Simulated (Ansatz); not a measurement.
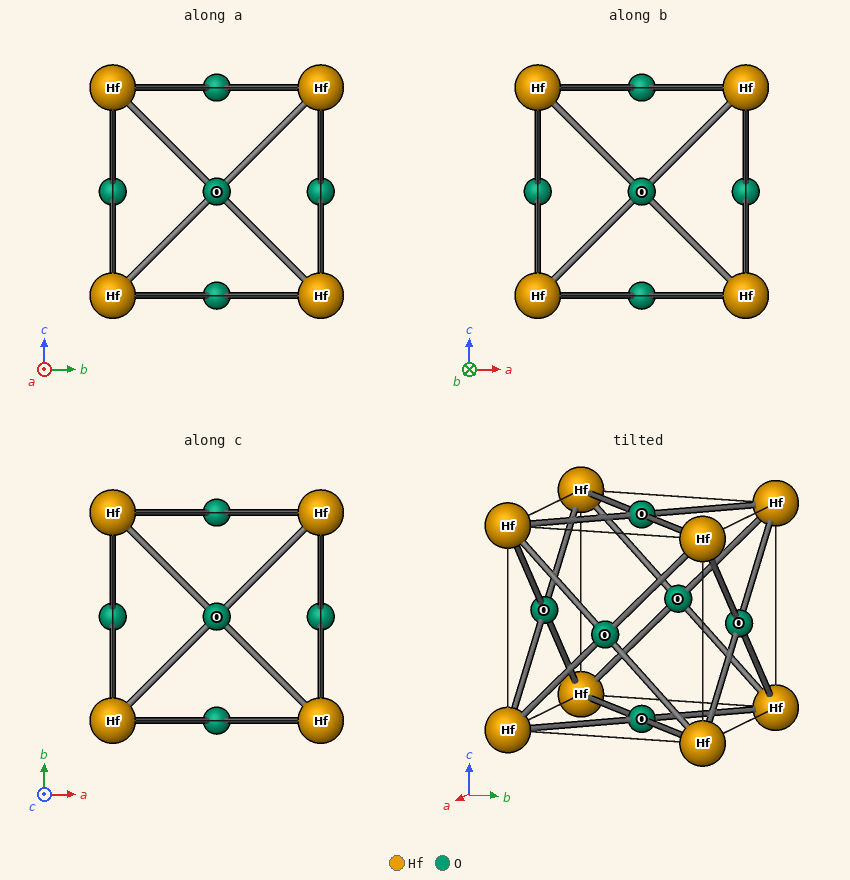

Ball-and-stick representation of a periodic structure, projected along the a axis, along the b axis, along the c axis and slightly off an axis. The frame is the conventional unit cell; atoms at its boundary are shown with their periodic copies.

Lattice parameters: a = 3.324 Å, b = 3.324 Å, c = 3.324 Å, α = 90.00°, β = 90.00°, γ = 90.00°.

### Transcribe the picture into a table of Wyckoff sites.

Space group Pm-3m (No. 221).
```csv
atom,site,x,y,z
Hf,1a,0.0000,0.0000,0.0000
O,3c,0.0000,0.5000,0.5000
```

Origin of the cell: a structure type filled with these elements by a generator (whether the compound takes this form wasn't checked). Atoms and cell were optimised with DFT PBE, scalar-relativistic, plane waves, PAW in Ansatz.
